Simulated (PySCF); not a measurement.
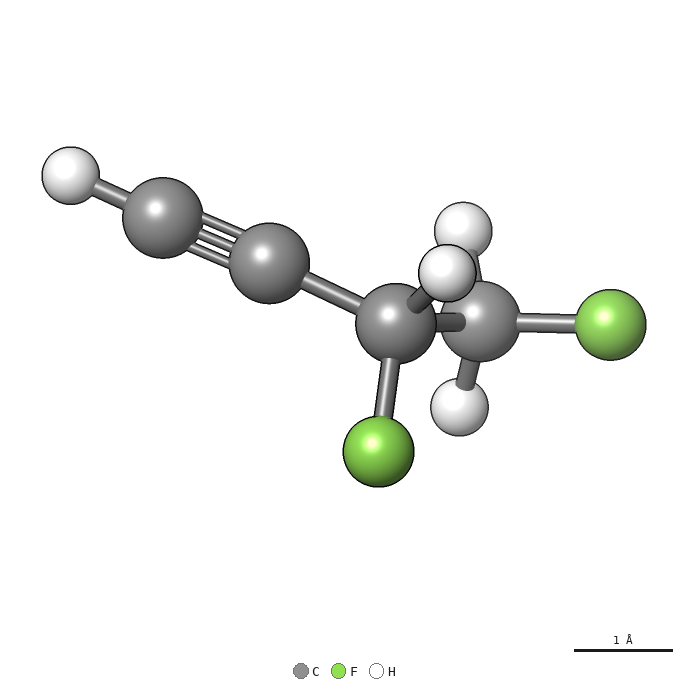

Multiple sticks mark multiple bonds (one Kekulé form).

The computed structure is the end point of a GFN2-xTB optimisation. No frequency run is at hand to confirm it as a minimum.

What is the molecular formula?

Answer. C₄H₄F₂, 10 atoms: 4 carbon, 4 hydrogen and 2 fluorine.

Write the SMILES.

Answer. C#C[C@@H](F)CF

Does it have rings?

Answer. It has no ring.

Name functional groups in it.

Answer. Among them: alkyne, C–F bond.

How many bonds of each kind are drawn?

Answer. 4 C–H, 3 C–C, 2 C–F.

The parts below concern this one geometry. Atoms keep their numbers from picture to picture.

## Geometry

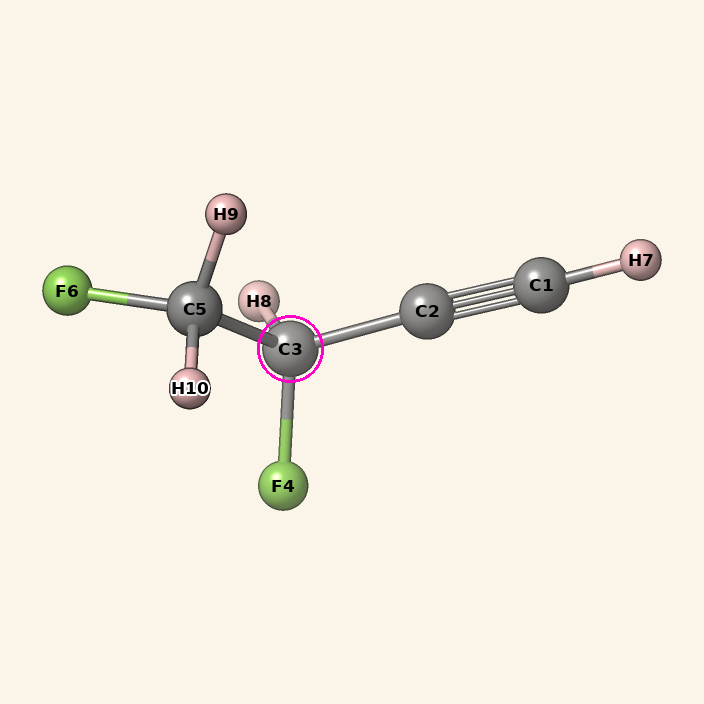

Distant atoms are faded towards the background colour. Circles mark the stereogenic atoms. No frequency run is at hand to confirm it as a minimum.

Give the R/S and E/Z labels.

Answer. C3: R (priorities F4 > C5 > C2 > H8).

## Spin–spin coupling

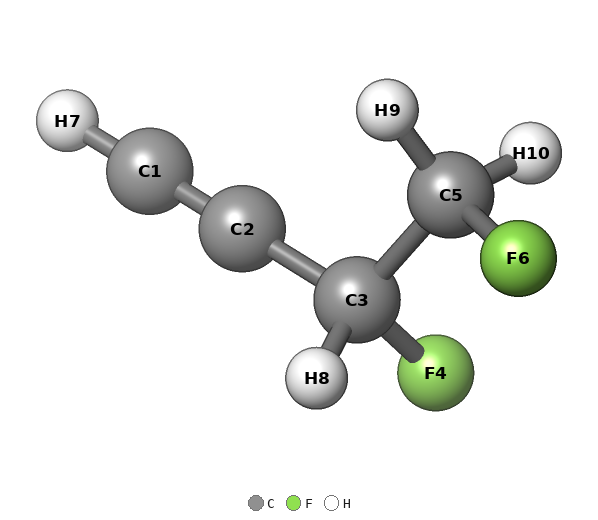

No frequency run is at hand to confirm it as a minimum. Properties computed with B3LYP/pcJ-1 indirect spin-spin coupling, non-relativistic, gas phase (PySCF 2.14.0). Isotopes: 13C, 19F, 1H.

Give the spin–spin coupling constants of these pairs, with the number of bonds between them: C3/F4, C3/F6, F6/H9, C1/F4, C2/F6, F4/F6.

```csv
pair,bonds apart,J (Hz)
"C3, F4",1,−232.5
"C3, F6",2,27.0
"F6, H9",2,54.3
"C1, F4",3,7.7
"C2, F6",3,16.1
"F4, F6",3,−5.7
```

Density functionals are unreliable for couplings to fluorine, so those rows may be far off.

## Bond orders

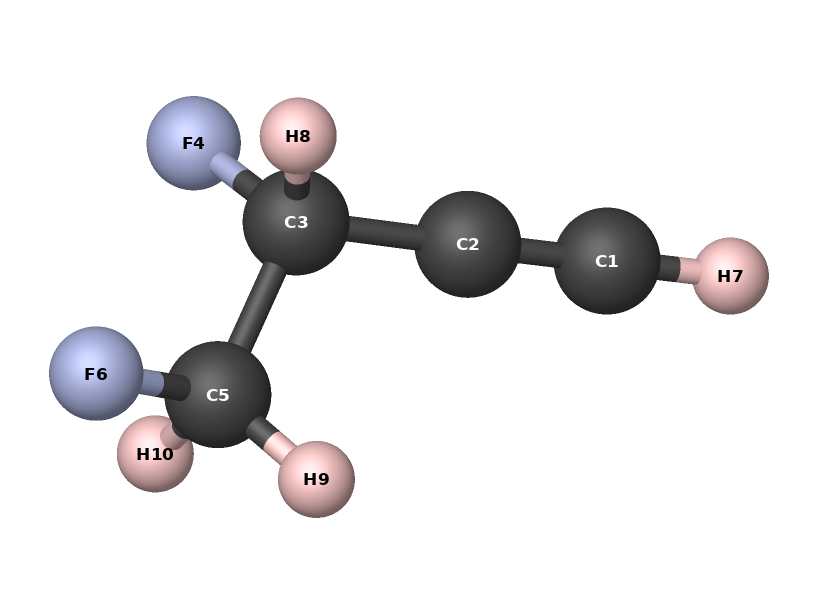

Every bond is drawn as one stick. No frequency run is at hand to confirm it as a minimum. Computed with PBE0/pcSseg-1 (PySCF 2.14.0).

List the Mayer bond orders of C1–C2, C1–H7, C2–C3, C3–F4, C3–C5, C3–H8, C5–F6, C5–H9, C5–H10.

```
  bond  Mayer order  length (Å)
 C1–C2         2.57       1.196
 C1–H7         1.13       1.049
 C2–C3         0.94       1.453
 C3–F4         0.90       1.383
 C3–C5         1.01       1.532
 C3–H8         0.92       1.100
 C5–F6         0.89       1.369
 C5–H9         0.95       1.095
C5–H10         0.94       1.094
```

## Dipole moment

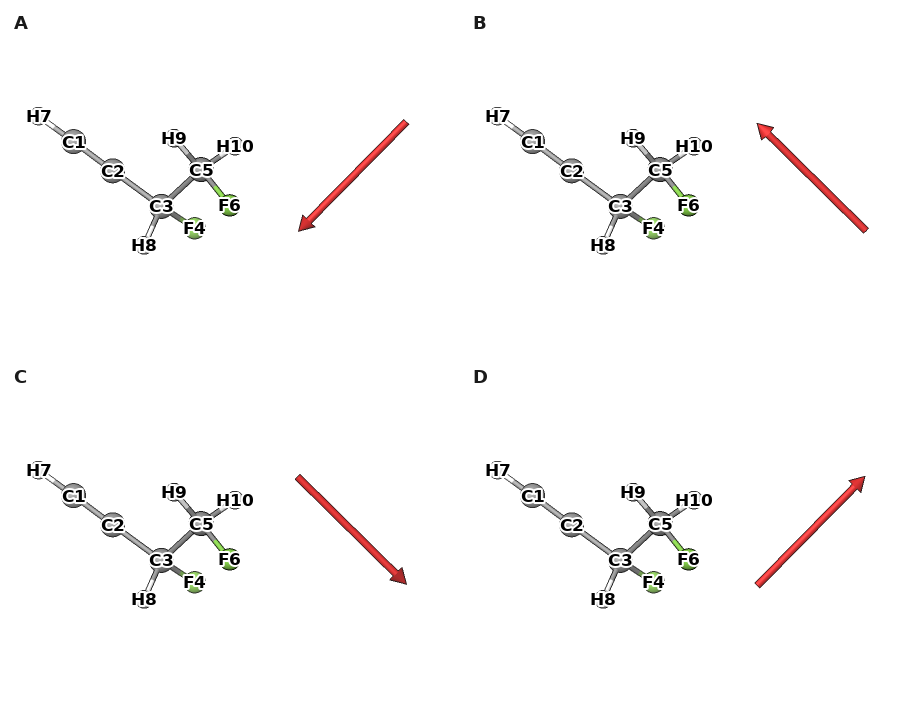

The same molecule four times, each with an arrow. No frequency run is at hand to confirm it as a minimum. Method: PBE0/pcSseg-1, gas phase (PySCF 2.14.0).

Which arrow points along the dipole moment, from the negative to the positive end?

Answer. B. The dipole moment is 2.47 D; it points from the side of F4, F6 to the side of H7 (the outermost atoms at the two ends).

## NMR shielding

The questions are on isotropic NMR shieldings of the F atoms. No frequency run is at hand to confirm it as a minimum. Level of theory: GIAO PBE0/pcSseg-1 NMR shielding, non-relativistic, gas phase (PySCF 2.14.0).

List the isotropic NMR shieldings of the F atoms.

| atom | σ (ppm) |
| --- | --- |
| F4 | 378.4 |
| F6 | 410.4 |
